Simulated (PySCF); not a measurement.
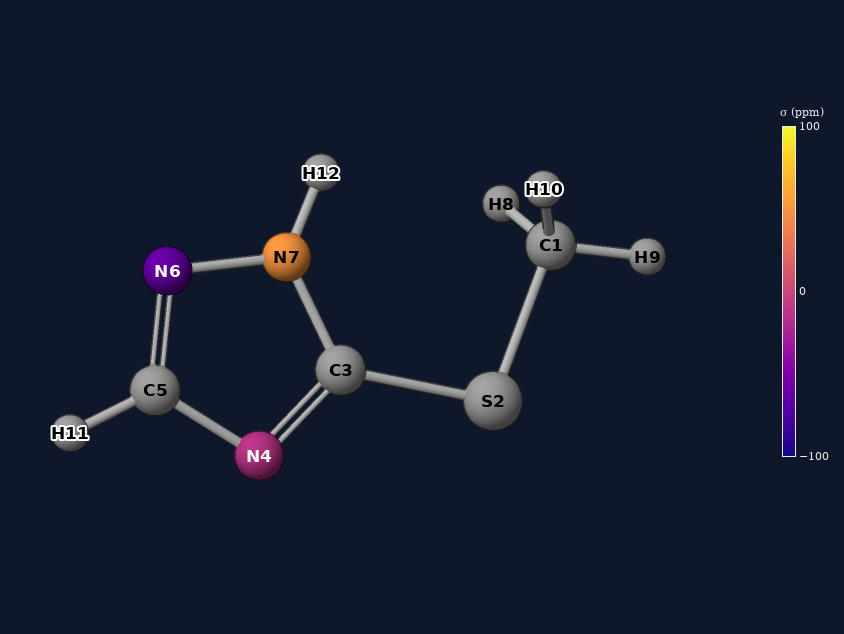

Atoms are coloured by their isotropic NMR shieldings (N only, the others grey). Geometry: an end point of a reaction path computed with GFN2-xTB. Level of theory: GIAO PBE0/pcSseg-1 NMR shielding, non-relativistic, gas phase (PySCF 2.14.0).

List the isotropic NMR shieldings of the N atoms.

```csv
atom,σ (ppm)
N4,−12.8
N6,−61.2
N7,50.6
```
